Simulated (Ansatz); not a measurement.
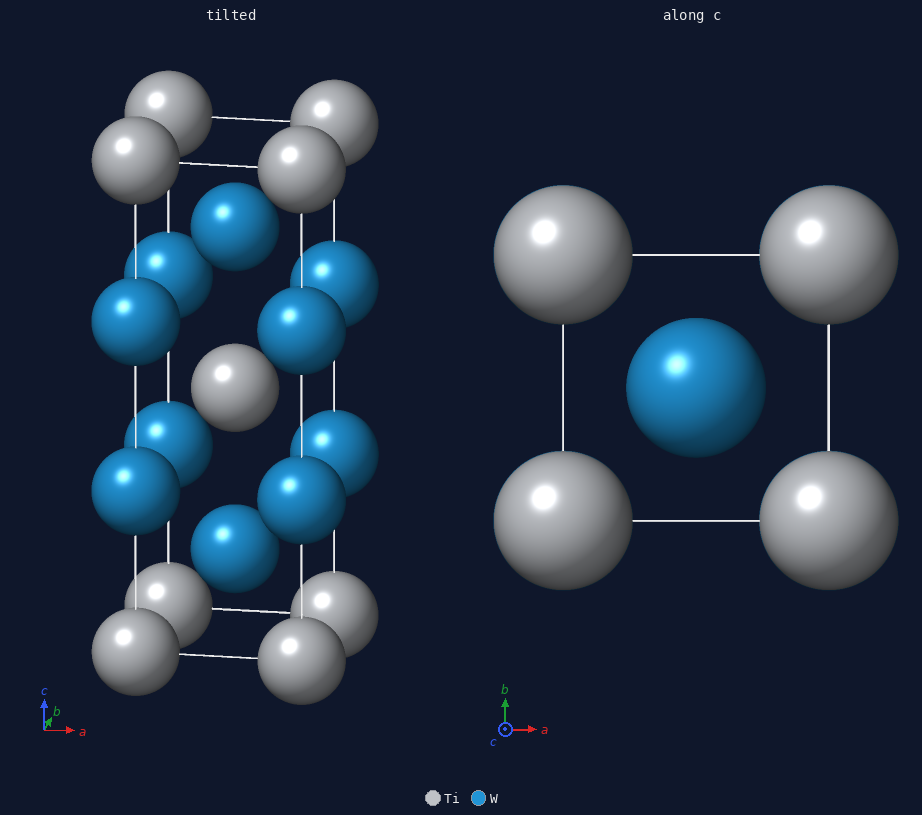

Drawn in the spheres-only manner and seen slightly off an axis and along the c axis. The lines enclose the conventional unit cell; boundary atoms appear with their images.

TiW2, space group I4/mmm (No. 139), a = 3.174 Å, b = 3.174 Å, c = 9.599 Å, α = 90.00°, β = 90.00°, γ = 90.00°. It goes back to a structure type filled with these elements by a generator (whether the compound takes this form wasn't checked). Earlier steps of the study, as a rule a relaxation of our own, may have changed the cell and positions, so they can lie some per cent off the listed ones. A calculation with Ansatz used it as input.

This one geometry was computed with Ansatz (DFT, plane waves, PAW) at four levels of theory: PBE, r2SCAN, PBEsol and PBE with spin-orbit coupling.

### Which level gives the highest pressure at this volume, and what does that say about its equilibrium volume?

Highest: PBE (0.0 GPa) and PBE with spin-orbit coupling (0.1 GPa), which points to the largest equilibrium volume. Lowest, with the smallest volume: PBEsol (-7.3 GPa). Levels within 0.5 GPa of each other can't be told apart.

### How does the band gap change with the level of theory?

All levels give a metal.

### Collect the results in a table.

| level | cutoff (eV) | k-mesh of the run's cell | gap (eV) | pressure (GPa) |
| --- | --- | --- | --- | --- |
| PBE | 420 | 20×20×20 | metal | 0.0 |
| r2SCAN | 500 | 20×20×20 | metal | -3.1 |
| PBEsol | 420 | 20×20×20 | metal | -7.3 |
| PBE with spin-orbit coupling | 420 | 20×20×20 | metal | 0.1 |

Gaps are taken on the k-mesh or band path of each run.
